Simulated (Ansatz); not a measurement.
The reference is MgS in the rock salt structure (space group Fm-3m, No. 225; a = 5.1292 Å). Axes: x, y, z lie along the cube axes.

The change: biaxial strain −2.08 %, plane normal [111], relaxed out of plane (Cartesian); in-plane vectors clamped, the third vector and the atoms free.

Calculations: Kohn–Sham DFT with the LDA functional, run in Ansatz (a program for electronic structure) with PAW and 420 eV plane waves, no SOC.

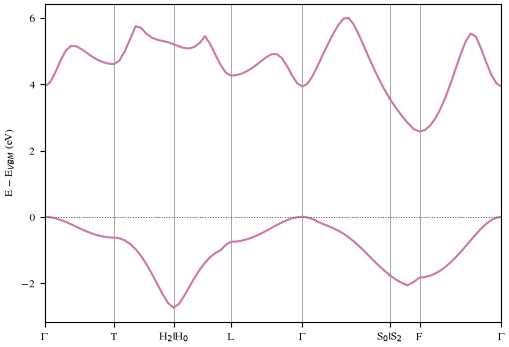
Figure: Highest valence and lowest conduction band along the path of the changed cell's own zone

**Question.** Read the changed gap and its character from the plot.

**Answer.** About 2.6 eV, indirect, Γ → F.

Whether these cells are dynamically stable was not tested. Labels are those of the standard path for the cell's own space group.
